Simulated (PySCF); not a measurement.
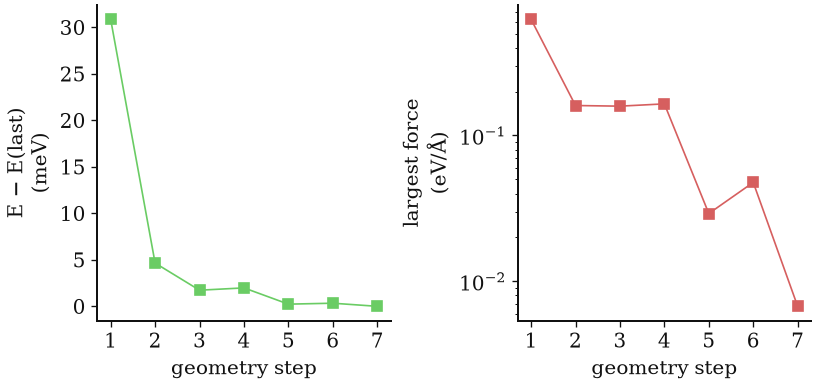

History of a geometry optimisation. The run: 2-methyl-1-fluorobenzene (SMILES Cc1ccccc1F), by PBE0-D3(BJ)/def2-SVP, geometry optimisation (PySCF 2.14.0, density fitting).

The optimisation met its thresholds at geometry 7, counting the start as the first. The energy fell by about 31 meV from the first step to the last, with a rise at step 4. The largest force goes from about 0.63 eV/Å at the start to 7 × 10⁻³ eV/Å at the end.
